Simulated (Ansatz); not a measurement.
**SnCl2F2: from a rough start to a minimum**

What shape does SnCl2F2 take? The plan is to relax it, then compute its harmonic vibrations to see whether it is a minimum and to get the zero-point energy and entropy.

The runs use Ansatz 0.2.0, Gaussian basis; RKS PBE0-D4/def2-TZVP.

The runs, in order: relaxation at PBE-D4/def2-SVP; relaxation at PBE0-D4/def2-TZVP; harmonic vibrations at the same level.

1 further run of the same task is left out (set aside as unsound or not needed).

### 1 The starting structure

SMILES `[F][Sn]([F])([Cl])[Cl]`, 5 atoms, charge 0, spin multiplicity 1.

Atoms are counted from 1 here; the program's logs count them from 0.

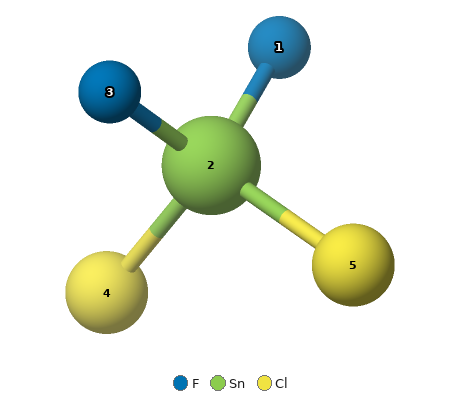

As it starts; fluorine blue, tin green, chlorine yellow; atoms are numbered from 1 in the order of the file.

As a file:

```mol
Cl2F2Sn
  3D, bonds by distance, orders not assigned

  5  4  0  0  0  0  0  0  0  0999 V2000
   -0.1411   -0.3420    1.9781 F   0  0
    0.0428   -0.0640    0.0514 Sn  0  0
    1.5273   -1.1191   -0.5629 F   0  0
   -1.8259   -0.7538   -1.0751 Cl  0  0
    0.4467    2.2053   -0.4329 Cl  0  0
  1  2  8  0
  2  3  8  0
  2  4  8  0
  2  5  8  0
M  END
```

The start is a force-field geometry with small random shifts, so a cheaper pass at PBE-D4/def2-SVP comes first. Sn takes the def2 core potential; no spin-orbit term is included.

### 2 Optimising with PBE-D4/def2-SVP (cheap first pass)

in.yaml reads:

```yaml
crystal:
  periodic: [false, false, false]
  atoms:
    - {symbol: F, position_ang: [-0.141100, -0.342000, 1.978100]}
    - {symbol: Sn, position_ang: [0.042800, -0.064000, 0.051400]}
    - {symbol: F, position_ang: [1.527300, -1.119100, -0.562900]}
    - {symbol: Cl, position_ang: [-1.825900, -0.753800, -1.075100]}
    - {symbol: Cl, position_ang: [0.446700, 2.205300, -0.432900]}
basis:
  gaussian: {orbitals: def2-SVP}
hamiltonian: {xc: pbe, dispersion: d4}
relax: {f_tol: 0.03, max_steps: 200}
```

Log (excerpt; [...] marks lines left out):

```text
Functional definition: PBE
  name "PBE"
  cite "Perdew, Burke & Ernzerhof, Phys. Rev. Lett. 77, 3865 (1996) doi:10.1103/PhysRevLett.77.3865"
  parent pbe
[...]
977 factors; their error is unknown
[...]
mean field -36286.36006854 eV, -1333.4991367406 hartree, gradient 2.3e-5 eV, S^2 0.000000; 0 other end points of the search recorded, 0 dependent functions left out
[...]
reference -36286.36010573 eV, -1333.4991381072 hartree; 37, 37 occupied and 53, 53 virtual orbitals, 977 factors
relax step   1: F+E_penalty+E_count = -36286.51860067 eV  Δ(F+E_penalty+E_count) = +0.000e0 eV  max|allowed force component| = 7.407e-1 eV/Å  Δτ_max = 0.0000 Å  (26 SCF iters, accepted)
[...]
relax step   2: F+E_penalty+E_count = -36286.55486560 eV  Δ(F+E_penalty+E_count) = -3.626e-2 eV  max|allowed force component| = 1.270e-1 eV/Å  Δτ_max = 0.0824 Å  (29 SCF iters, accepted)
[...]
relax step   3: F+E_penalty+E_count = -36286.55618769 eV  Δ(F+E_penalty+E_count) = -1.322e-3 eV  max|allowed force component| = 9.477e-3 eV/Å  Δτ_max = 0.0151 Å  (27 SCF iters, accepted)
977 factors; their error is unknown
[...]
mean field -36286.39877780 eV, -1333.5005592798 hartree, gradient 4.3e-5 eV, S^2 0.000000; 1 other end points of the search recorded, 0 dependent functions left out
[...]
reference -36286.39881524 eV, -1333.5005606555 hartree; 37, 37 occupied and 53, 53 virtual orbitals, 977 factors
Total energy: -36286.55622512 eV, -1333.5063453619 hartree
Atom 0 at    -0.141118    -0.327566     1.924951 Å, force     0.001618     0.001481     0.001613 eV/Å
Atom 1 at     0.037016    -0.040549     0.018445 Å, force    -0.009477    -0.006038    -0.006857 eV/Å
Atom 2 at     1.551303    -1.111270    -0.538284 Å, force     0.000731     0.004788     0.001271 eV/Å
Atom 3 at    -1.882385    -0.801688    -1.057833 Å, force     0.005668     0.003871     0.003140 eV/Å
Atom 4 at     0.484985     2.207473    -0.388679 Å, force     0.001459    -0.004101     0.000834 eV/Å
Dipole moment:    -0.149594     0.155042    -0.152133 e Å
```

It took 1.1 s on 4 threads, shared host.

Relaxation path:

```
step  energy from step 1 (eV)  largest force component (eV/Å)
   1                   0.0000                          0.7407
   2                  -0.0363                          0.1270
   3                  -0.0376                          0.0095
```

Close pairs (by a distance rule), those that changed most:

```
   bond  before (Å)  after (Å)  change (Å)
Sn2–Cl4       2.288      2.328      +0.040
Sn2–Cl5       2.355      2.328      -0.027
 F1–Sn2       1.955      1.936      -0.019
 Sn2–F3       1.922      1.936      +0.014
```

### 3 Optimising with PBE0-D4/def2-TZVP

in.yaml reads:

```yaml
crystal:
  periodic: [false, false, false]
  atoms:
    - {symbol: F, position_ang: [-0.141118, -0.327566, 1.924951]}
    - {symbol: Sn, position_ang: [0.037016, -0.040549, 0.018445]}
    - {symbol: F, position_ang: [1.551303, -1.111270, -0.538284]}
    - {symbol: Cl, position_ang: [-1.882385, -0.801688, -1.057833]}
    - {symbol: Cl, position_ang: [0.484985, 2.207473, -0.388679]}
basis:
  gaussian: {orbitals: def2-TZVP}
hamiltonian: {xc: pbe0, dispersion: d4}
relax: {f_tol: 0.005, max_steps: 150}
```

Log (excerpt; [...] marks lines left out):

```text
Functional definition: PBE0
  name "PBE0"
  cite "Adamo & Barone, J. Chem. Phys. 110, 6158 (1999) doi:10.1063/1.478522"
  cite "Perdew, Burke & Ernzerhof, Phys. Rev. Lett. 77, 3865 (1996) doi:10.1103/PhysRevLett.77.3865"
  parent pbe
[...]
1309 factors; their error is unknown
[...]
mean field -36304.56000748 eV, -1334.1679721603 hartree, gradient 1.0e-5 eV, S^2 0.000000; 0 other end points of the search recorded, 0 dependent functions left out
[...]
reference -36304.56004060 eV, -1334.1679733773 hartree; 37, 37 occupied and 149, 149 virtual orbitals, 1309 factors
relax step   1: F+E_penalty+E_count = -36304.69592889 eV  Δ(F+E_penalty+E_count) = +0.000e0 eV  max|allowed force component| = 1.216e0 eV/Å  Δτ_max = 0.0000 Å  (29 SCF iters, accepted)
[...]
1309 factors; their error is unknown
mean field -36304.67718040 eV, -1334.1722781855 hartree, gradient 2.4e-5 eV, S^2 0.000000; 1 other end points of the search recorded, 0 dependent functions left out
[...]
reference -36304.67721365 eV, -1334.1722794075 hartree; 37, 37 occupied and 149, 149 virtual orbitals, 1309 factors
Total energy: -36304.81626318 eV, -1334.1773893836 hartree
Atom 0 at    -0.136042    -0.318488     1.871498 Å, force     0.000435    -0.000723     0.001688 eV/Å
Atom 1 at     0.031627    -0.036636     0.013573 Å, force    -0.002653     0.002672    -0.002661 eV/Å
Atom 2 at     1.508961    -1.080162    -0.523059 Å, force     0.001453    -0.001194     0.000210 eV/Å
Atom 3 at    -1.837694    -0.793043    -1.029997 Å, force     0.000530    -0.000199     0.000425 eV/Å
Atom 4 at     0.482950     2.154730    -0.373414 Å, force     0.000236    -0.000557     0.000337 eV/Å
Dipole moment:    -0.181267     0.183462    -0.182887 e Å
```

Wall time 6 s (4 threads, shared host); peak memory 0.53 GiB.

The steps of the relaxation:

```
step  energy from step 1 (eV)  largest force component (eV/Å)
   1                   0.0000                          1.2160
   2                  -0.1136                          0.3314
   3                  -0.1203                          0.0222
   4                  -0.1203                          0.0027
```

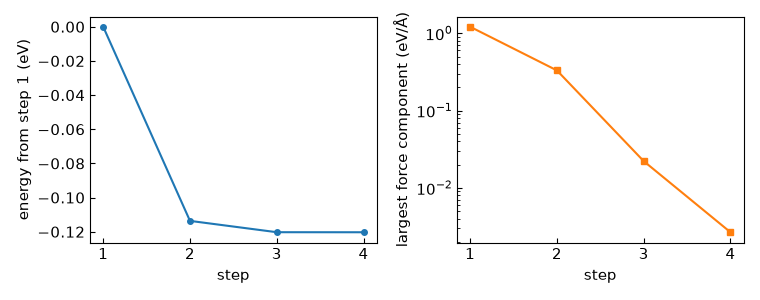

Energy and largest force along the relaxation.

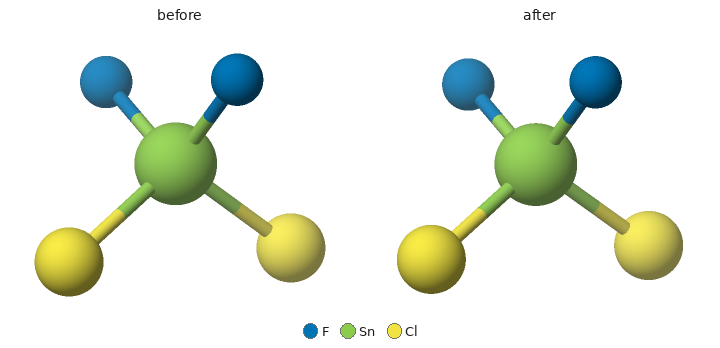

The geometry before (left) and after (right).

Close pairs (by a distance rule), those that changed most:

```
   bond  before (Å)  after (Å)  change (Å)
Sn2–Cl4       2.328      2.271      -0.058
Sn2–Cl5       2.328      2.271      -0.058
 Sn2–F3       1.936      1.887      -0.050
 F1–Sn2       1.936      1.887      -0.050
```

Mulliken charges of the relaxed molecule (report file):

```
atom  value (e)
  F1      -0.43
 Sn2       1.43
  F3      -0.43
 Cl4      -0.28
 Cl5      -0.28
```

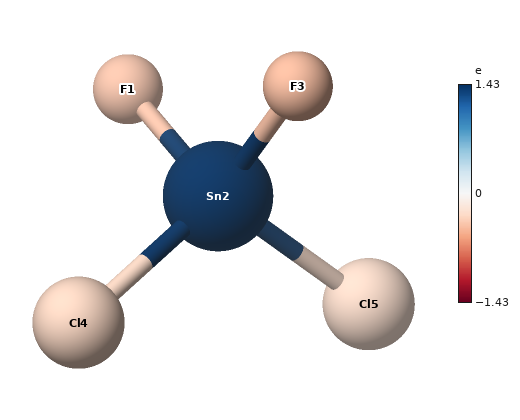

Mulliken charges of the relaxed molecule (report file), as colours on the atoms.

### 4 Force constants and modes

in.yaml reads:

```yaml
crystal:
  periodic: [false, false, false]
  atoms:
    - {symbol: F, position_ang: [-0.136042, -0.318488, 1.871498]}
    - {symbol: Sn, position_ang: [0.031627, -0.036636, 0.013573]}
    - {symbol: F, position_ang: [1.508961, -1.080162, -0.523059]}
    - {symbol: Cl, position_ang: [-1.837694, -0.793043, -1.029997]}
    - {symbol: Cl, position_ang: [0.482950, 2.154730, -0.373414]}
basis:
  gaussian: {orbitals: def2-TZVP}
hamiltonian: {xc: pbe0, dispersion: d4}
phonons: {temperatures: {t_min: 298.15, t_max: 900, t_step: 200}}
```

Log (excerpt; [...] marks lines left out):

```text
Functional definition: PBE0
  name "PBE0"
  cite "Adamo & Barone, J. Chem. Phys. 110, 6158 (1999) doi:10.1063/1.478522"
  cite "Perdew, Burke & Ernzerhof, Phys. Rev. Lett. 77, 3865 (1996) doi:10.1103/PhysRevLett.77.3865"
  parent pbe
[...]
1309 factors; their error is unknown
[...]
mean field -36304.67718034 eV, -1334.1722781834 hartree, gradient 2.3e-5 eV, S^2 0.000000; 0 other end points of the search recorded, 0 dependent functions left out
[...]
reference -36304.67721359 eV, -1334.1722794054 hartree; 37, 37 occupied and 149, 149 virtual orbitals, 1309 factors
[...]
1309 factors; their error is unknown
mean field -36304.67717866 eV, -1334.1722781218 hartree, gradient 1.5e-6 eV, S^2 0.000000; 0 other end points of the search recorded, 0 dependent functions left out
[...]
reference -36304.67721191 eV, -1334.1722793438 hartree; 37, 37 occupied and 149, 149 virtual orbitals, 1309 factors
[...]
1309 factors; their error is unknown
mean field -36304.67712066 eV, -1334.1722759902 hartree, gradient 1.5e-6 eV, S^2 0.000000; 0 other end points of the search recorded, 0 dependent functions left out
[...]
reference -36304.67715391 eV, -1334.1722772122 hartree; 37, 37 occupied and 149, 149 virtual orbitals, 1309 factors
Total energy: -36304.81626315 eV, -1334.1773893825 hartree
Atom 0 at    -0.136042    -0.318488     1.871498 Å, force     0.000447    -0.000707     0.001706 eV/Å
Atom 1 at     0.031627    -0.036636     0.013573 Å, force    -0.002696     0.002616    -0.002684 eV/Å
Atom 2 at     1.508961    -1.080162    -0.523059 Å, force     0.001472    -0.001182     0.000213 eV/Å
Atom 3 at    -1.837694    -0.793043    -1.029997 Å, force     0.000529    -0.000188     0.000423 eV/Å
Atom 4 at     0.482950     2.154730    -0.373414 Å, force     0.000248    -0.000540     0.000342 eV/Å
Dipole moment:    -0.181269     0.183463    -0.182884 e Å
Vibrations: 100.37 121.41 138.36 172.01 175.56 392.78 422.51 658.86 666.91 cm⁻¹, zero-point energy 0.176601 eV
```

It took 18 s on 4 threads, shared host; peak memory 0.54 GiB.

Motions are named by where the mode's potential energy lies. Wavenumbers, unscaled:

```
mode  cm⁻¹         motion
   1   100           bend
   2   121           bend
   3   138           bend
   4   172           bend
   5   176           bend
   6   393  Sn–Cl stretch
   7   423  Sn–Cl stretch
   8   659   Sn–F stretch
   9   667   Sn–F stretch
```

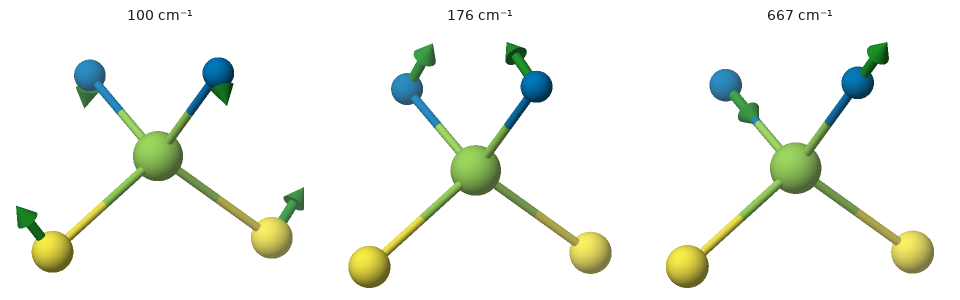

How the atoms move in 3 of the modes.

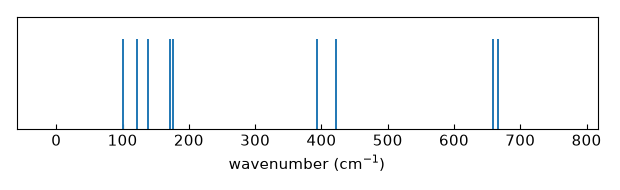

The harmonic wavenumbers as sticks (no intensities were computed).

Ideal gas, rigid rotor and harmonic oscillator at 298.15 K and 1 bar, with symmetry number 2:

```
                term            value
   zero-point energy     4.1 kcal/mol
          H(298) − E     9.1 kcal/mol
entropy, translation  176.5 J/(mol K)
   entropy, rotation  114.7 J/(mol K)
  entropy, vibration   70.0 J/(mol K)
      entropy, total  361.2 J/(mol K)
```

### 5 What came out

| quantity | value |
| --- | --- |
| point group | C2v |
| steps | 3 + 4 |
| shift from the start (rms) | 0.076 Å |
| total energy | -36304.8163 eV |
| dispersion term | -139 meV |
| dipole moment | 1.52 D |
| lowest, highest wavenumber | 100, 667 cm⁻¹ |
| zero-point energy | 4.1 kcal/mol |
| entropy at 298.15 K | 361.2 J/(mol K) |

What this shows: The relaxed geometry lies 0.08 Å (rms) from the start; the bond that changed most is Sn2–Cl5, from 2.355 to 2.271 Å. All wavenumbers are real, so the end point is a minimum. The stiffest mode, 667 cm⁻¹, is an Sn–F stretch, and 5 modes under 200 cm⁻¹ make the vibrational entropy uncertain. The largest Mulliken charge, +1.43 e, sits on Sn2.
